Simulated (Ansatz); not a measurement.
Process, species as SMILES: [GaH] (GaH) (closed-shell singlet) → Ga atom + H atom
B3LYP-D3(BJ)/def2-TZVP geometries, fixed; electronic energies without zero-point terms.

Basis-set convergence of the atomisation energy at HF with Ansatz (a program for electronic structure). Cartesian d functions, on some or all atoms, in 3-21G, 6-31G, 6-31G*, 6-31G**; all else is spherical. Open shells are unrestricted. No added dispersion term, no relativity. Functions are those of the species that has most. Reference: the value in aug-cc-pV5Z, 47.70 kcal/mol, itself unsure by roughly 0.13 kcal/mol (its mean distance from pcseg-4, aug-pcseg-3, aug-cc-pVQZ). Deviations are taken from unrounded values.

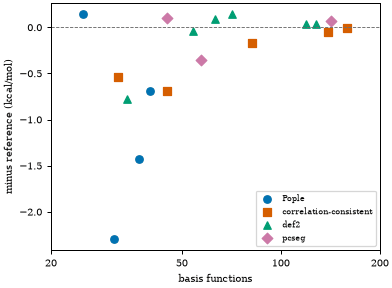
Fig. 1. Deviation from the reference against the number of basis functions, by family of sets.

```csv
basis,functions,atomisation energy (kcal/mol),minus reference (kcal/mol)
3-21G,25,47.85,0.14
6-31G,31,45.41,-2.29
cc-pVDZ,32,47.16,-0.54
def2-SV(P),34,46.93,-0.78
6-31G*,37,46.27,-1.43
6-31G**,40,47.01,-0.69
aug-cc-pVDZ,45,47.01,-0.70
aug-pcseg-1,45,47.81,0.10
def2-TZVP,54,47.66,-0.04
pcseg-2,57,47.35,-0.36
def2-TZVPD,63,47.79,0.09
def2-TZVPPD,71,47.85,0.14
aug-cc-pVTZ,82,47.53,-0.17
def2-QZVPP,119,47.74,0.04
def2-QZVPPD,128,47.74,0.03
aug-cc-pVQZ,139,47.66,-0.05
aug-pcseg-3,142,47.77,0.06
cc-pV5Z,159,47.70,0.00
```
